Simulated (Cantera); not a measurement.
Feed: 1 mol TiCl4, a varied amount of H2, held at 1077 °C and 75.0 Torr.

Cantera equilibrium calculation (NASA polynomials, part measured and part estimated; ideal gas, pure solids and liquids). Candidate condensed phases: Ti, TiCl2, TiCl3, TiCl4; 10 gas species. The tables' values for TiCl2 are old estimates; treat these amounts as uncertain. Equilibrium is a limit: real reactors are often held back by kinetics, nucleation or transport.

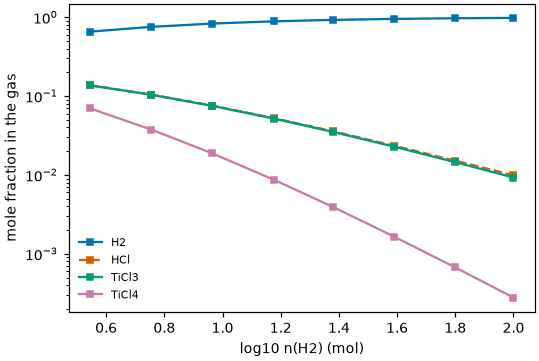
Figure. Equilibrium gas composition (values under 1e-9 drawn at 1e-9)

Question: Read off the mole fractions at 100 mol H2.

Answer: H2 about 0.98, HCl about 0.0099, TiCl3 about 0.0093, TiCl4 about 0.00028.
